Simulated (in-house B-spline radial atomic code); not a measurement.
# Hf¹²⁺: excited configurations

How much energy does it take to promote electrons of Hf¹²⁺ to other shells? Each configuration is solved by itself and compared with the reference.

Method: Dirac-Hartree-Fock, average of configuration, Fermi nucleus, basis-set limit. Code: in-house B-spline radial atomic code version 1.

**1. The system**

```
element       : hafnium (Z = 72)
charge        : +12
electrons     : 60
configuration : [Kr] 4d10 4f12 5s2
Hamiltonian   : Dirac-Coulomb
nucleus       : Fermi, rms radius 5.347 fm
```

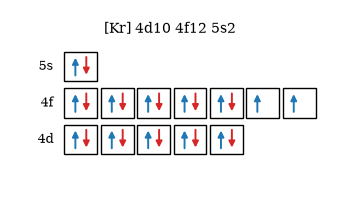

The shells outside the core, filled by Hund's rule for the drawing.

The boxes draw the filling by Hund's rule, which heavy ions in jj coupling don't follow; these runs average over all states of the configuration.

Settings, as recorded:

```ini
Z = 72
electrons = 60.0
configuration = [Kr] 4d10 4f12 5s2
hamiltonian = dirac
method = hf
spin_polarised = False
nucleus = fermi
rms_radius = 5.347
mass_number = 180
atomic_mass = 179.946559537
speed_of_light = 137.035999084
```

The reference is known from an earlier run: -15043.457373 hartree in all. Up to eight levels, counted from the top:

```tsv
orbital	occupation	energy (eV)	<r> (bohr)
4s1/2	2	-792.72	0.4666
4p1/2	2	-693.76	0.4738
4p3/2	4	-633.00	0.5036
4d3/2	4	-470.78	0.5204
4d5/2	6	-459.37	0.5310
5s1/2	2	-271.29	1.022
4f5/2	5.14286	-256.92	0.5820
4f7/2	6.85714	-254.88	0.5883
```

**2. Run with [Kr] 4d9 4f12 5s2 5f1**

Settings, as recorded:

```ini
Z = 72
electrons = 60.0
configuration = [Kr] 4d9 4f12 5s2 5f1
hamiltonian = dirac
method = hf
spin_polarised = False
nucleus = fermi
rms_radius = 5.347
mass_number = 180
atomic_mass = 179.946559537
speed_of_light = 137.035999084
```

**3. Run with [Kr] 4d10 4f11 5s2 6g1**

The settings differ from step 2 so:

```diff
@@ -2,3 +2,3 @@
 electrons = 60.0
-configuration = [Kr] 4d9 4f12 5s2 5f1
+configuration = [Kr] 4d10 4f11 5s2 6g1
 hamiltonian = dirac
```

**4. Configuration [Kr] 4d10 4f11 5s2 8s1**

The settings differ from step 3 so:

```diff
@@ -2,3 +2,3 @@
 electrons = 60.0
-configuration = [Kr] 4d10 4f11 5s2 6g1
+configuration = [Kr] 4d10 4f11 5s2 8s1
 hamiltonian = dirac
```

**5. Run with [Kr] 4d9 4f12 5s2 8g1**

The settings differ from step 4 so:

```diff
@@ -2,3 +2,3 @@
 electrons = 60.0
-configuration = [Kr] 4d10 4f11 5s2 8s1
+configuration = [Kr] 4d9 4f12 5s2 8g1
 hamiltonian = dirac
```

**6. Run with [Kr] 4d10 4f11 5s2 5g1**

The settings differ from step 5 so:

```diff
@@ -2,3 +2,3 @@
 electrons = 60.0
-configuration = [Kr] 4d9 4f12 5s2 8g1
+configuration = [Kr] 4d10 4f11 5s2 5g1
 hamiltonian = dirac
```

Before running: How far above the reference does each configuration lie (order and size, in eV)?

**Answer**, as computed:

| net move | configuration | energy above the reference (eV) | with Breit, QED, recoil (eV) | largest <r> (bohr) |
| --- | --- | --- | --- | --- |
| 4f → 5g | [Kr] 4d10 4f11 5s2 5g1 | 157.69 | 157.79 | 2.01 |
| 4f → 6g | [Kr] 4d10 4f11 5s2 6g1 | 186.07 | 186.17 | 3.24 |
| 4f → 8s | [Kr] 4d10 4f11 5s2 8s1 | 187.12 | 187.27 | 4.15 |
| 4d → 5f | [Kr] 4d9 4f12 5s2 5f1 | 330.09 | 329.79 | 1.62 |
| 4d → 8g | [Kr] 4d9 4f12 5s2 8g1 | 422.13 | 421.83 | 6.40 |

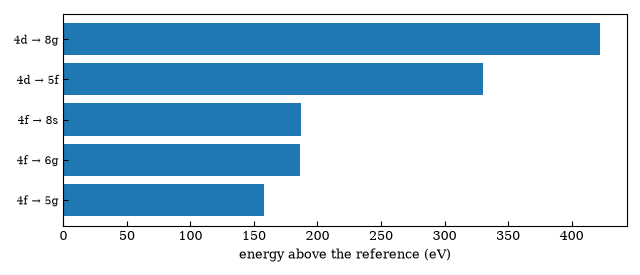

Energy of each configuration above the reference.

Quantum defects of the promoted electron, δ = n − ζ/√(−2ε) with ζ = 13 and ε its orbital energy in hartree:

| promotion | δ |
| --- | --- |
| 4f → 6g | 0.073 |
| 4f → 8s | 2.025 |
| 4d → 8g | 0.096 |

The lowest of them is 4f → 5g at 157.69 eV and the highest 4d → 8g at 422.13 eV. 2 of them lie more than 2 % above the ionisation threshold that Koopmans' theorem gives (254.88 eV), where such states can decay by emitting an electron. Of those tabulated, the defect is largest for 8s (2.03) and least for 6g (0.07): low angular momentum penetrates the core, high angular momentum stays outside it. Two partly filled shells share a symmetry and can mix in the average, which may lower the energy, for: 4d → 5f. These are averages over configurations, without correlation, not spectroscopic levels.
